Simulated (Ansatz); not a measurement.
Computed scan of one atom of the cell: TiSi2 (C49 type, space group Cmcm)

Starting cell, TiSi2 (C49 type, space group Cmcm):

```
CELL_PARAMETERS angstrom
      1.76356    -6.76170     0.00000
      1.76356     6.76170     0.00000
      0.00000     0.00000     3.56562
ATOMIC_POSITIONS crystal
  Si 0.94171 0.05829 0.75000
  Si 0.05829 0.94171 0.25000
  Si 0.25028 0.74972 0.75000
  Si 0.74972 0.25028 0.25000
  Ti 0.60322 0.39678 0.75000
  Ti 0.39678 0.60322 0.25000
```

Scan: atom 1 (Si, nearest neighbour Si at 2.380 Å; its periodic images, 3.5 Å or more away, move with it) is displaced along Cartesian [111], direction (0.577, 0.577, 0.577) in Cartesian axes, by s. The other atoms stay.

Computed with r2SCAN (plane waves to 500 eV, PAW, scalar-relativistic; Ansatz, a quantum-chemistry and plane-wave program). k mesh 11×11×11 (Γ-centred), Fermi-Dirac smearing 0.05 eV. E stands for the smeared free energy. Left out: 1 of 11 points, with atoms too close for the PAW data. With partly filled bands, energies and forces of such displacements shift with the k mesh and the smearing. The PAW data are Ansatz's earlier set. This is one of several known forms of TiSi2; the measured ambient cells at hand have space group No. 70. TiSi2 is run without spin polarisation. TiSi2 was relaxed with its symmetry unable to fall. The zero of ΔE is the undisplaced structure.

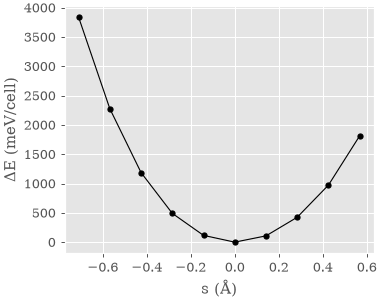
*ΔE (meV/cell) against s (Å); markers are the computed points, lines only join them.*

The force constant k = d²E/ds² at s = 0 (finite differences) is 10.9 eV/Å². The force along the line at s = -0.710 Å comes out as 12.8 eV/Å. The energy at s = 0.568 Å comes out as 1815 meV/cell. Harmonic estimate at the end of the scan: ½ks² = 1762 meV/cell against the computed 1815 meV/cell, so the well is close to harmonic there. Symmetry of the curve: not even: the negative side lies higher at ±0.568 Å.

The forces along the line at the two nearest points give (1.671 − (-1.493)) / (2·0.142) = 11.14 eV/Å²; the next pair corrects for the finite step.

(A displaced cell: forces are minus the slopes of the energy, force constants its curvatures, and phonons follow from these.)
